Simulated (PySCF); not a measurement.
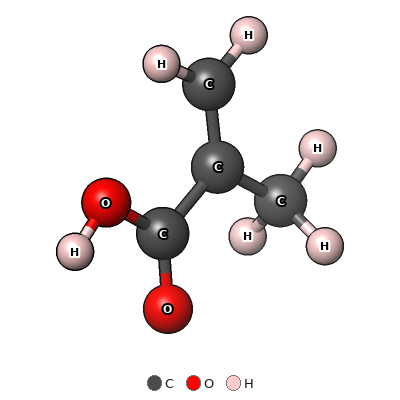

Structure of C₄H₆O₂, SMILES C=C(C)C(=O)O.

Vertical TDDFT excitations, PBE0/def2-TZVPD with PySCF 2.14.0, at a PBE0-D3(BJ)/def2-SVP geometry (no frequency check), gas phase.

Q: What does its absorption spectrum look like?

A: The lowest singlet lies at 4.90 eV (253 nm, f = 0.000); the brightest of the first 10 is S2 at 6.07 eV (204 nm), f = 0.274, mainly HOMO → LUMO (94 %). No singlet lies below 3.1 eV (beyond 400 nm), so at this level no vertical transition falls in the visible.


```csv
state,E (eV),λ (nm),f,main character
S1,4.90,253,0.000,HOMO−1 → LUMO (97 %)
S2,6.07,204,0.274,HOMO → LUMO (94 %)
S3,6.92,179,0.054,HOMO−2 → LUMO (66 %)
S4,7.05,176,0.005,HOMO → LUMO+1 (93 %)
S5,7.31,170,0.072,HOMO−1 → LUMO+1 (67 %)
S6,7.48,166,0.001,HOMO−3 → LUMO (71 %)
S7,7.56,164,0.004,HOMO → LUMO+2 (91 %)
S8,7.68,161,0.000,HOMO−4 → LUMO (69 %)
S9,7.88,157,0.023,HOMO−1 → LUMO+2 (93 %)
S10,8.00,155,0.019,HOMO → LUMO+3 (96 %)
```

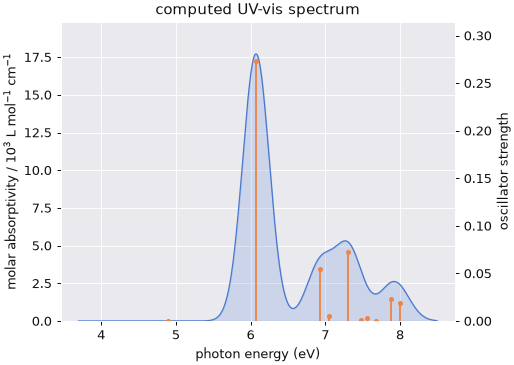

The lowest 10 singlet states are shown; each is broadened by a Gaussian of 1/e half-width 0.25 eV. Sticks give oscillator strengths (right axis).

Note: states above the negative HOMO energy depend on the basis; one conformer of a flexible molecule; core orbitals are frozen in the response.
